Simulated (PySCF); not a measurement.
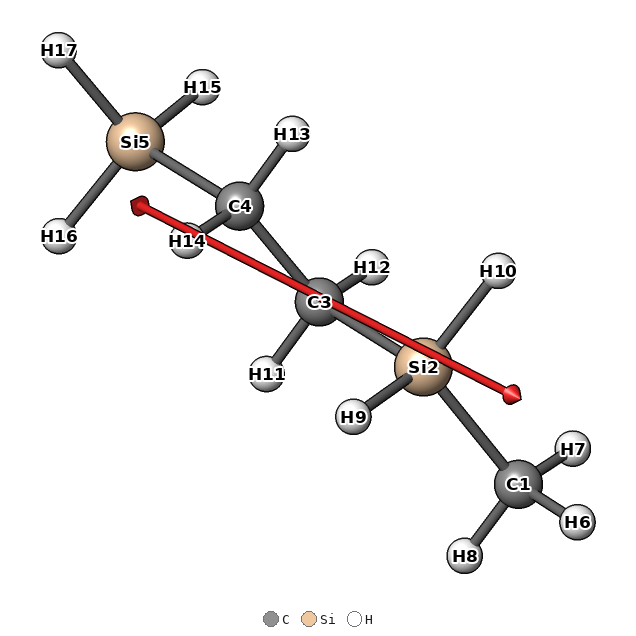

The double arrow shows the direction of the transition dipole to excited singlet state 3 (its length means nothing). The computed structure is the end point of a PBE0-D3(BJ)/def2-SVP optimisation. No frequency run is at hand to confirm it as a minimum. Method: TDDFT PBE0/6-31+G*, vertical, gas phase, core orbitals frozen in the response (PySCF 2.14.0).

**How is the transition polarised?**

Nearly parallel to the C4–Si5 bond.

**Give its energy, strength and character.**

7.58 eV (164 nm), oscillator strength 0.17, mainly HOMO → LUMO+2 (weight 0.77); transition dipole 2.40 D.
